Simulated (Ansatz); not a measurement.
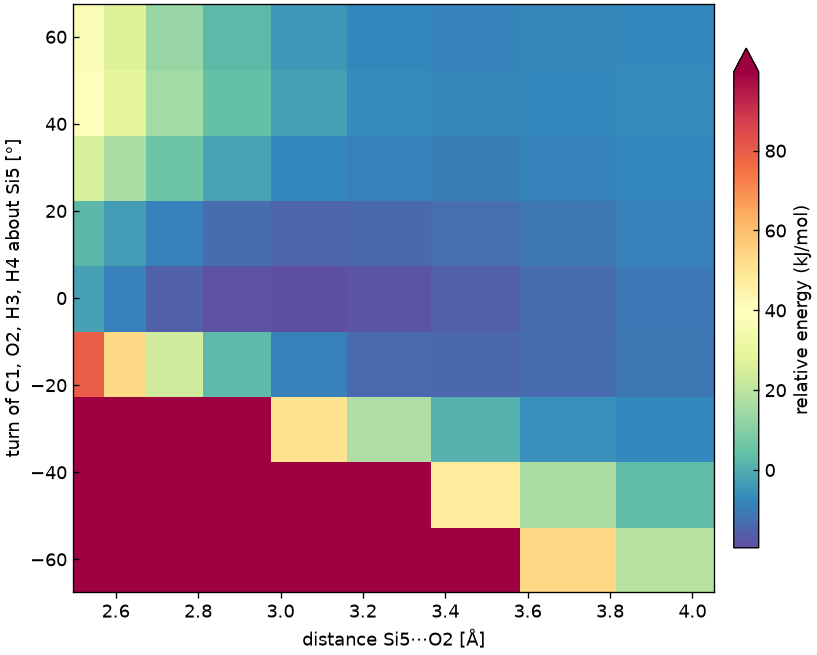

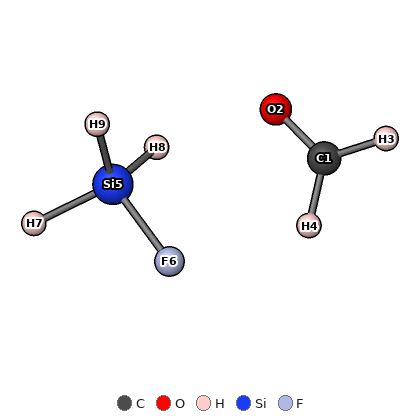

Energy landscape of the pair CH₂O···FH₃Si. The turn is about an axis along (0.96, −0.28, −0.02) in the frame of the relaxed pair, normal to the line between the partners. Coordinates scanned: (1) distance Si5···O2; (2) turn of C1, O2, H3, H4 about Si5. Grid: 9 × 9 points. Points are written as (first, second). Energies: kJ/mol, counted from the two partners far apart, frozen as in the relaxed pair, each in its own basis (no counterpoise correction). Energies and slopes of some neighbouring points disagree (a jump in structure or state, or too coarse a mesh). Method: Ansatz, RKS PBE-D4/def2-SVPD.

Drawn: one coloured cell a grid point, one colour for all values above the top of the scale. The second picture is the structure at the lowest point.

### What does the map say about the system?

The lowest grid point is at (3.065 Å, 0°), −20 kJ/mol from the two partners far apart, frozen as in the relaxed pair, each in its own basis (no counterpoise correction). The highest grid point, (2.534 Å, −60°), lies 2173 kJ/mol above the lowest. At the highest point the unbonded atoms O2···F6 come to 0.99 Å, against 3.04 Å at the lowest; the sum of their van der Waals radii is about 3.0 Å.

Time for the 81 points that were run: 11 min on 1 thread of Intel(R) Xeon(R) Platinum 8375C CPU @ 2.90GHz (Ice Lake), on a shared host.
